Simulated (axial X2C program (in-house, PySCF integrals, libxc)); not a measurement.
Run report: CoCl⁺, relativistic diatomic calculation

System: CoCl⁺. The reference is closed-shell CoCl²⁺; the roots are the vertical energy changes on adding an electron to it, which gives states of CoCl⁺. The distance is the PBE0 minimum at charge 1.
Method: EOM-EA-CCSD, two-component X2C with atomic mean-field Coulomb and Gaunt terms, Co dyall-acv3z, Cl dyall-av3z (cores contracted) (axial X2C program (in-house, PySCF integrals, libxc)).

**Input file**
```
{"zs": [27, 17], "q": 1, "bas": ["dyall-acv3z", "dyall-av3z"], "r0": 2.1, "eom": "ea", "thr": -2.0, "nmax": 92, "grid": [1, 0.96, 1.045, 0.92, 1.09, 1.15]}
```

The line is the task of a batch: nuclear charges, charge, bases, a first guess of the distance and further settings. This report covers the levels named above. The log is that of the reference distance 2.024 Å.

Launched within a batch (the task file carries these settings):
```bash
python <driver script> task.json out
```

**The program's output**
```
two-component X2C + atomic mean field  HF
basis functions 186  fitting functions 958  grid points 5075
iter        total energy     max residual
   1      -1851.266923297     1.00e-01
   2      -1851.307867398     5.49e-02
   3      -1851.276732520     6.57e-02
   4      -1851.346805243     1.15e-02
   5      -1851.352115989     6.88e-03
   6      -1851.355053231     6.16e-03
   7      -1851.357269864     5.13e-03
   8      -1851.359211582     3.69e-03
   9      -1851.360057538     2.10e-03
  10      -1851.360185306     1.64e-03
  11      -1851.360272437     1.34e-03
  12      -1851.360374536     5.20e-04
  13      -1851.360399241     4.01e-04
  14      -1851.360415125     1.10e-04
  15      -1851.360417306     5.21e-05
  16      -1851.360418231     2.48e-05
  17      -1851.360418427     2.38e-05
  18      -1851.360418513     2.55e-05
  19      -1851.360418632     2.18e-05
  20      -1851.360418771     6.70e-06
  21      -1851.360418786     1.27e-06
  22      -1851.360418787     4.60e-07
converged
one-electron -2775.48614769  Coulomb 890.21446124  exact exchange -85.62358890  xc functional 0.00000000  nuclear repulsion 120.00609675  atomic mean-field constant -0.47124019
correlated 14  virtual 282  natural virtual 92  E(MP2) -0.517668968  MP2 remainder -0.084738621
iter   CCSD correlation   residual
   1     -0.398436296   3.30e-01
   2     -0.429680202   2.82e-01
   3     -0.446723643   1.28e-01
   4     -0.460178954   9.39e-02
   5     -0.462191135   6.24e-02
   6     -0.468941132   5.23e-02
   7     -0.473654674   3.75e-02
   8     -0.474895778   2.60e-02
   9     -0.477703183   2.02e-02
  10     -0.476881751   1.53e-02
  11     -0.478335964   1.22e-02
  12     -0.478370830   9.11e-03
  13     -0.478344293   7.12e-03
  14     -0.478329020   6.09e-03
  15     -0.478330706   5.42e-03
  16     -0.478387965   4.66e-03
  17     -0.478390263   4.04e-03
  18     -0.478185486   3.27e-03
  19     -0.478212610   2.49e-03
  20     -0.478027777   2.01e-03
  21     -0.477979568   1.47e-03
  22     -0.477925501   1.19e-03
  23     -0.477924609   1.00e-03
  24     -0.477926731   8.39e-04
  25     -0.477936562   6.72e-04
  26     -0.477936057   5.75e-04
  27     -0.477945646   4.96e-04
  28     -0.477927679   4.59e-04
  29     -0.477926867   4.03e-04
  30     -0.477911181   3.60e-04
  31     -0.477906366   3.11e-04
  32     -0.477899250   2.59e-04
  33     -0.477899265   2.06e-04
  34     -0.477898275   1.77e-04
  35     -0.477899444   1.59e-04
  36     -0.477895684   1.49e-04
  37     -0.477896128   1.36e-04
  38     -0.477891288   1.19e-04
  39     -0.477891521   1.03e-04
  40     -0.477890773   8.89e-05
  41     -0.477893124   7.62e-05
  42     -0.477894935   6.42e-05
  43     -0.477896991   5.54e-05
  44     -0.477897675   4.92e-05
  45     -0.477899705   4.36e-05
  46     -0.477899665   3.67e-05
  47     -0.477900703   3.21e-05
  48     -0.477900876   2.80e-05
  49     -0.477901887   2.56e-05
  50     -0.477902545   2.17e-05
  51     -0.477903107   1.85e-05
  52     -0.477903397   1.58e-05
  53     -0.477903721   1.36e-05
  54     -0.477903484   1.13e-05
  55     -0.477903625   9.76e-06
  56     -0.477903513   8.55e-06
  57     -0.477903593   7.83e-06
  58     -0.477903592   7.07e-06
(T) -0.060767959074307466  T1 0.1837  D1 0.4286  max T2 0.394
EOM-EA-CCSD roots
2*Omega      energy/Eh   energy/eV  one-particle weight
    1      -0.62793100    -17.0869      0.833
    1      -0.51450636    -14.0004      0.932
    1      -0.50017809    -13.6105      0.020
    1      -0.46203556    -12.5726      0.013
    1      -0.43585747    -11.8603      0.002  not converged
    3      -0.61538776    -16.7456      0.864
    3      -0.48558056    -13.2133      0.007
    3      -0.44711255    -12.1666      0.005
    3      -0.43152896    -11.7425      0.001
    5      -0.45492465    -12.3791      0.000
    5      -0.42721841    -11.6252      0.000  not converged
    7      -0.44245224    -12.0397      0.000
```

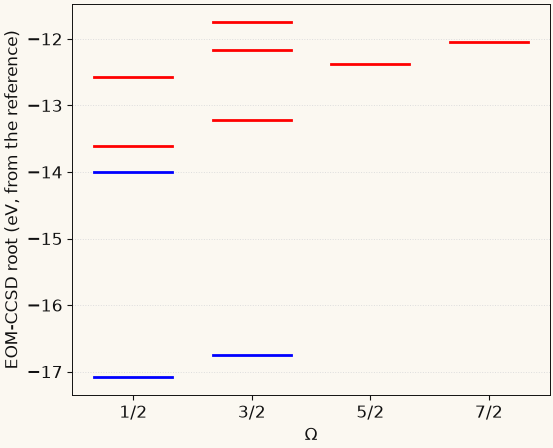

Fig. 1: EOM-CCSD roots by Ω at 2.02 Å; roots whose one-particle weight is under 0.8 have the second colour. The lowest has Ω = 1/2 and lies at −17.087 eV, with one-particle weight 0.83. 7 of the 10 roots are less well described at this level.

**Summary**

```tsv
quantity	value
outcome	converged
HF energy of the reference CoCl²⁺	−1851.36042 hartree
MP2 energy of the reference CoCl²⁺	−1851.87809 hartree
CCSD energy of the reference CoCl²⁺ (with the MP2 share of the virtual spinors left out of the coupled-cluster step)	−1851.92306 hartree
CCSD(T) energy of the reference CoCl²⁺	−1851.98383 hartree
T1 diagnostic (spinor form; for a closed shell √2 times the usual value)	0.184
hardware	1 thread of Arm Neoverse V2, 24 GiB of memory available, shared host
wall time	38 s
peak memory	0.9 GiB
```

**Remarks**

Limits: some roots did not converge.
